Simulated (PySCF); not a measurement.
## Electronic structure of C4H9ClO3Si in real space

```yaml
atoms:
  - { symbol: C, position_ang: [-2.6902, -0.7596, -0.3996] }
  - { symbol: O, position_ang: [-1.5400, -0.1270, -0.9328] }
  - { symbol: C, position_ang: [-0.7221, 0.4591, 0.0196] }
  - { symbol: C, position_ang: [0.3588, 1.2446, -0.7406] }
  - { symbol: O, position_ang: [1.4501, 1.5816, 0.0623] }
  - { symbol: C, position_ang: [2.3662, 0.5027, 0.2531] }
  - { symbol: Si, position_ang: [1.3683, -1.0269, 0.8248] }
  - { symbol: Cl, position_ang: [1.7175, -1.6029, 2.6991] }
  - { symbol: O, position_ang: [-0.1664, -0.5041, 0.8692] }
  - { symbol: H, position_ang: [-2.4128, -1.5625, 0.2881] }
  - { symbol: H, position_ang: [-3.3203, -0.0347, 0.1266] }
  - { symbol: H, position_ang: [-3.2281, -1.1702, -1.2506] }
  - { symbol: H, position_ang: [-1.2993, 1.1315, 0.6790] }
  - { symbol: H, position_ang: [0.6676, 0.6340, -1.6001] }
  - { symbol: H, position_ang: [-0.0737, 2.1786, -1.1032] }
  - { symbol: H, position_ang: [2.9105, 0.3297, -0.6849] }
  - { symbol: H, position_ang: [3.0826, 0.8702, 0.9884] }
  - { symbol: H, position_ang: [1.5224, -2.1378, -0.1104] }
```

Geometry: GFN2-xTB.

These are results of PySCF 2.14.0, PBE0/pcSseg-1, SCF density, gas phase, non-relativistic, not measurements.

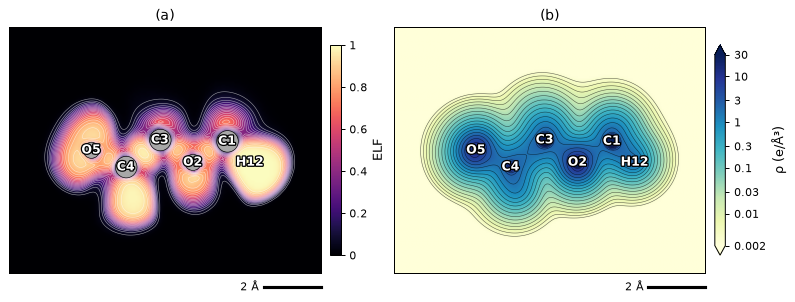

Figure 1. (a) ELF; (b) total electron density on the plane of atoms C1, O2 and C3. Grey discs cover the atomic cores in the ELF map.

Question: What does the map show?

Answer:
- Atoms in the plane: C, O and H.
- C–O (1.39 Å): ρ is about 2.2 e/Å³ halfway, with its minimum of 1.9 e/Å³ about 0.5 Å from C; the ELF peaks at about 0.90 between the atoms; a shared but strongly polarised pair.
- C–C (1.54 Å): ρ at the midpoint is about 1.7 e/Å³; the ELF peaks at about 0.95 between the atoms (localised, covalent bonding).
- C–H (1.09 Å): ρ at the midpoint is about 2 e/Å³; the ELF climbs to about 1 towards the hydrogen, as it does in any bond to H; an ordinary covalent bond to hydrogen.
- C–O (1.42 Å): the density is about 2 e/Å³ at the midpoint, with its minimum of 1.7 e/Å³ about 0.5 Å from C; the ELF peaks at about 0.90 between the atoms (a shared but strongly polarised pair).
- The ELF also peaks beside O2 and O5, away from the bonds: lone-pair regions.

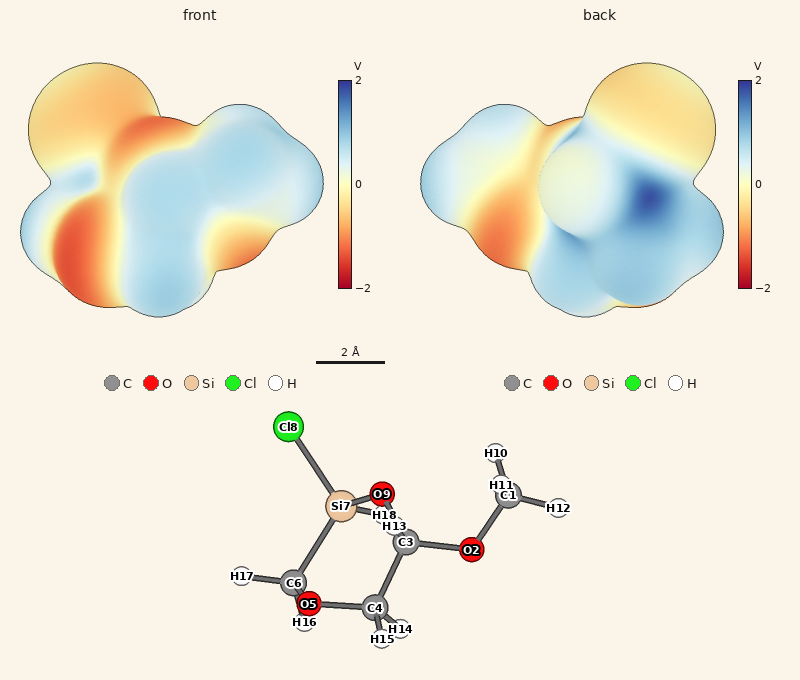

Figure 2. The electrostatic potential painted on the density surface at 0.002 e/bohr³, seen from the front and from behind; the colour scale runs from red (negative) to blue (positive). The bare structure is drawn below in the same view.

Question: Where is the surface potential most negative and most positive?

Answer: The most negative region (about −1.4 V) lies over O5, the most positive (about +1.6 V) over Si7. O5 is the likeliest acceptor of a hydrogen bond.
